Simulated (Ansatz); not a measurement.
**SnSe (Fm-3m): convergence test of the plane-wave cutoff from a Python script**

Aim: a convergence test of the plane-wave cutoff, for SnSe (Fm-3m), run from a script.

All numbers are computed with the Python package of Ansatz 0.2.0. Level of theory: DFT LDA, plane waves, PAW.

**1. The system**

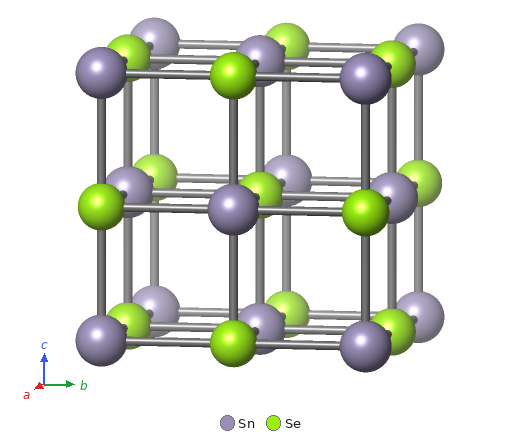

The starting structure, viewed slightly off an axis; tin purple, selenium green. The cell is the conventional one. Atoms on cell faces are repeated.

No structure file is read: the coordinates are typed or built in the script.

**2. The script**

File ecut.py:

```python
"""Convergence of SnSe with the plane-wave cutoff."""

import warnings

import ansatz as az
from tabulate import tabulate

warnings.simplefilter("ignore", az.DeckWarning)

lattice = az.Lattice.of(
    (0.0, 3.01, 3.01),
    (3.01, 0.0, 3.01),
    (3.01, 3.01, 0.0),
)
sites = [
    ("Sn", (0.0, 0.0, 0.0)),
    ("Se", (0.5, 0.5, 0.5)),
]
xtal = az.Crystal(lattice=lattice)
for symbol, position in sites:
    xtal = xtal.atom(symbol, position)

calculation = (
    xtal.calculation()
    .kpoints(6, 6, 6)  # the mesh must be finer for metals
    .occupations("methfessel_paxton", width=0.02)  # fractional filling near the Fermi level
    .functional("lda")
    .forces()  # eV per angstrom
    .stress()
)

rows = []
for value in [250, 350, 450, 550, 650, 750]:
    summary = calculation.basis(value).run(threads=1, pin="off").report
    rows.append((value, summary["free_energy_ev"] / len(summary["lattice"]["sites"]), summary["n_iterations"], sum(summary["stress_gpa"][i][i] for i in range(3)) / 3, max(abs(f) for row in summary["forces_ev_ang"] for f in row), summary["n_pw"]))

print(tabulate(rows, headers=["cutoff (eV)", "F/atom (eV)", "iterations", "P (GPa)", "max component (eV/A)", "plane waves"], floatfmt=".4f", tablefmt="simple"))

# differences from the last row
for row in rows[:-1]:
    shift = 1000 * (row[1] - rows[-1][1])
    print(f"{row[0]}: {shift:+.2f} meV/atom" + ("  (within 5 meV)" if abs(shift) < 5 else ""))
```

**3. The input behind the calls**

The package turns the script's settings into the engine's input (first run):

```yaml
crystal:
  lattice:
    - [0.0, 3.01, 3.01]
    - [3.01, 0.0, 3.01]
    - [3.01, 3.01, 0.0]
  atoms:
    - { symbol: Sn, position: [0.0, 0.0, 0.0] }
    - { symbol: Se, position: [0.5, 0.5, 0.5] }
basis:
  ecutwfc: 250.0
kpoints:
  mp_grid:
    grid: [6, 6, 6]
hamiltonian:
  xc: lda
scf:
  occupations:
    method: methfessel_paxton
    width: 0.02
output:
  forces: true
  stress: true
```

**4. The run**

Launch:

```console
python ecut.py
```

Log:

```text
  cutoff (eV)    F/atom (eV)    iterations    P (GPa)    max component (eV/A)    plane waves
-------------  -------------  ------------  ---------  ----------------------  -------------
          250     -5631.3891             7    -3.6505                  0.0000            531
          350     -5631.8183             6    -3.6636                  0.0000            869
          450     -5631.8203             6    -3.6739                  0.0000           1243
          550     -5631.8208             6    -3.6773                  0.0000           1639
          650     -5631.8210             6    -3.6777                  0.0000           2085
          750     -5631.8210             6    -3.6781                  0.0000           2637
250: +431.87 meV/atom
350: +2.66 meV/atom  (within 5 meV)
450: +0.72 meV/atom  (within 5 meV)
550: +0.24 meV/atom  (within 5 meV)
650: +0.05 meV/atom  (within 5 meV)
```

Wall time 10 s (1 thread of Arm Neoverse V1, shared host); peak memory 0.41 GiB.

**5. Inputs of later runs**

The engine's inputs for some of the other runs:

Run 4, against run 1:

```diff
@@ -10 +10 @@
-  ecutwfc: 250.0
+  ecutwfc: 550.0
```

Run 5, against run 1:

```diff
@@ -10 +10 @@
-  ecutwfc: 250.0
+  ecutwfc: 650.0
```

Run 6, against run 1:

```diff
@@ -10 +10 @@
-  ecutwfc: 250.0
+  ecutwfc: 750.0
```

**6. What each run gave**

The 6 runs, in the order started:

```tsv
run	cutoff (eV)	energy from run 6 (meV/atom)	pressure (GPa)	SCF cycles	CPU time (s)
1	250	431.87	-3.65	7	0.8
2	350	2.66	-3.66	6	0.86
3	450	0.72	-3.67	6	1.4
4	550	0.24	-3.68	6	1.9
5	650	0.05	-3.68	6	2
6	750	0.00	-3.68	6	2.1
```

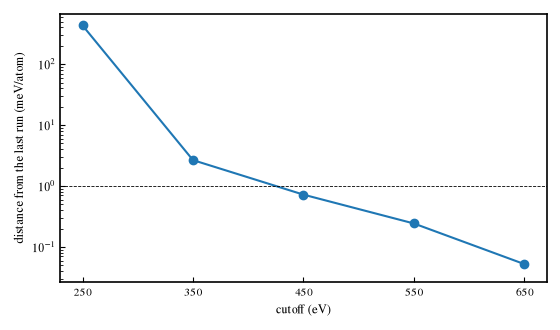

How far each run lies from the last one; the dashed line marks 1 meV/atom.

**7. Outcome**

```
                              quantity           value
                         runs compared               6
       last run but one, from the last  +0.05 meV/atom
within 5 meV/atom of the last run from             350
```

Runs 1, 2: each has a cutoff under the recommended one, so what rests on them isn't a property of the system. From 350 eV on it stays within 5 meV an atom of the value at 750 eV; the first row (250 eV) is off by 431.9 meV and the last but one by 0.05 meV. The energy falls steadily, as expected when plane waves are added. The pressure moves from -3.65 to -3.68 GPa (the program's stress holds a Pulay correction, so it settles early). Reading the output:
- Forces vanish by symmetry here and test nothing.
- Pressure is positive in compression.
- Shifts are counted from the last row, which is itself no proven limit.
